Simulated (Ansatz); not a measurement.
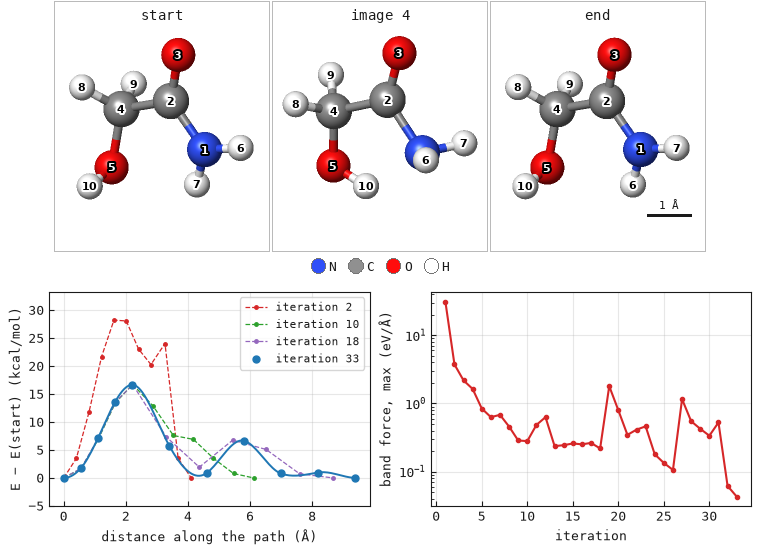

NEB run on C2H5NO2. Images are numbered from 0 (start) to 10 (end). The plot follows the band through its iterations. Style: ball-and-stick. Shown from a free direction.

Theory: RKS PBE-D4/def2-SVP (Ansatz). Settings: 9 movable images; climbing image; force threshold 0.05 eV/Å; iteration limit 60; starting path through a guess of the saddle point.

### How did the profile develop, and is the result final?

The run is converged, with reservations. The band converged in 33 iterations. The largest component of the band force went from 31 to 0.043 eV/Å. The climbing image converged on the top of the path. Its vibrational analysis gives one imaginary mode (412i cm⁻¹), as a transition state must have. The first iteration put the highest image at 124.8 kcal/mol. The barrier is about 16.7 kcal/mol in both directions, with image 4 at the top; the ends have the same energy. The profile has 2 maxima (images 4, 7) with a dip at image 6 (+0.9 kcal/mol), so the process runs in steps.
